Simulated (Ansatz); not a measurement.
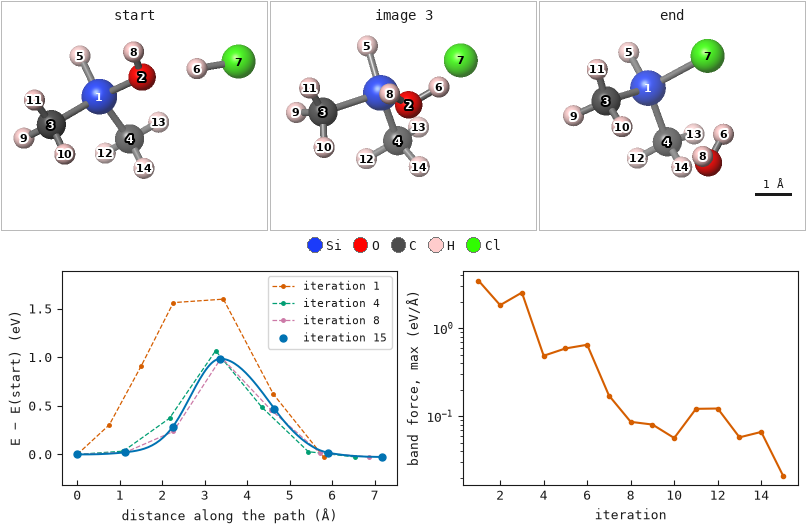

NEB run on C$_{2}$H$_{9}$ClOSi. Images are numbered from 0 (start) to 6 (end). The plot follows the band through its iterations. Style: ball-and-stick. Shown from a free direction.

The calculation used RKS r2SCAN-D4/6-31G* in Ansatz. Settings: 5 movable images; climbing image; force threshold 0.05 eV/Å; iteration limit 60; starting path through a guess of the saddle point.

Judge this run.

Answer. The result is final at these settings. The band converged in 15 iterations. The largest component of the band force went from 3.5 to 0.021 eV/Å. The climbing image converged on the top of the path. Its vibrational analysis gives one imaginary mode (160i cm⁻¹), as a transition state must have. The first iteration put the highest image at 1.60 eV. The highest point, image 3, lies 0.98 eV above the start and 1.01 eV above the end; the end is at −0.03 eV relative to the start.

The run took 3.8 min on 2 threads of AMD EPYC 9R14 (Zen 4) (shared host), peak memory 0.2 GiB.
